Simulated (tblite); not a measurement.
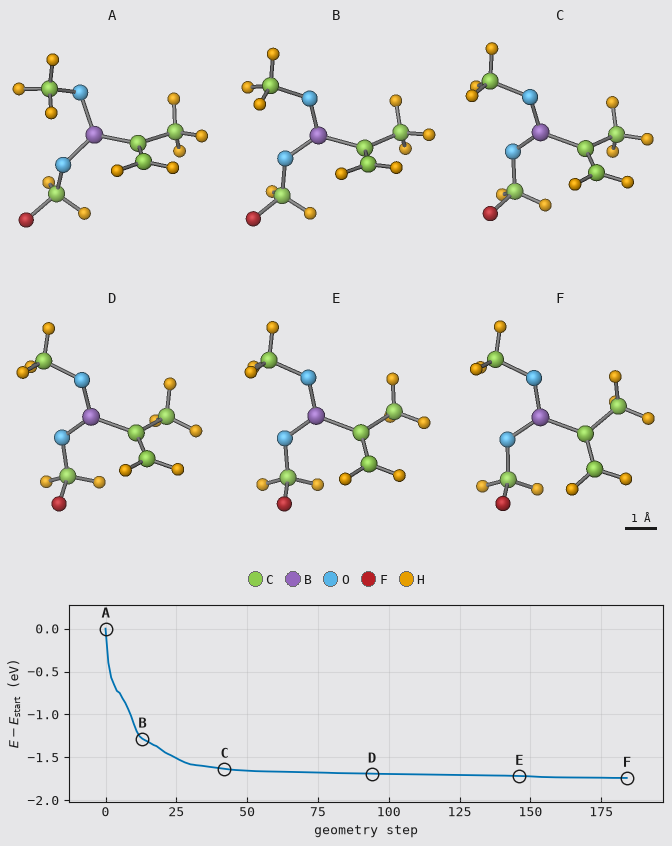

Frames of a relaxation of C5H10BFO2, marked on the history of the run. The picture is a ball-and-stick view, seen at a tilt.

The calculation used GFN2-xTB geometry optimisation, gas phase in tblite. 

Q: Describe the path.

A: The atom that moves furthest after the best rigid fit is an H atom (1.40 Å). Largest moves by element: H 1.40 Å, F 1.35 Å, C 0.97 Å, O 0.74 Å, B 0.52 Å. Some distances before and after: B–O 1.469 → 1.342 Å, B–O 1.469 → 1.385 Å, C–F 1.402 → 1.375 Å, C–H 1.127 → 1.101 Å. Bond angles that change, for instance: B–O–C 111.0° → 123.1°, B–O–C 114.3° → 125.3°, C–B–O 115.5° → 125.6°. Groups turn about C–O by about 100°, C–O by about 50°. The energy falls by 1.740 eV in 184 geometry steps. Cost: 1 s on 1 thread of Arm Neoverse V2, with other jobs on the host. From step 0 to 13: an O atom moves most (0.75 Å), energy −1.283 eV. From step 13 to 42: an H atom moves most (0.65 Å), energy −0.352 eV. From step 42 to 94: the F atom moves most (0.65 Å), energy −0.055 eV. From step 94 to 146: an H atom moves most (0.51 Å), energy −0.027 eV. From step 146 to 184: an H atom moves most (0.53 Å), energy −0.023 eV.

```tsv
step	E − E(0), eV
0	0.0000
1	-0.3965
2	-0.5700
3	-0.6508
4	-0.7251
5	-0.7493
6	-0.8119
7	-0.8658
8	-0.9370
9	-1.0153
10	-1.1108
19	-1.3929
28	-1.5587
37	-1.6119
47	-1.6497
56	-1.6635
65	-1.6691
74	-1.6756
83	-1.6839
92	-1.6883
102	-1.6960
111	-1.6991
120	-1.7033
129	-1.7082
138	-1.7116
147	-1.7174
157	-1.7312
166	-1.7346
175	-1.7371
184	-1.7399
```
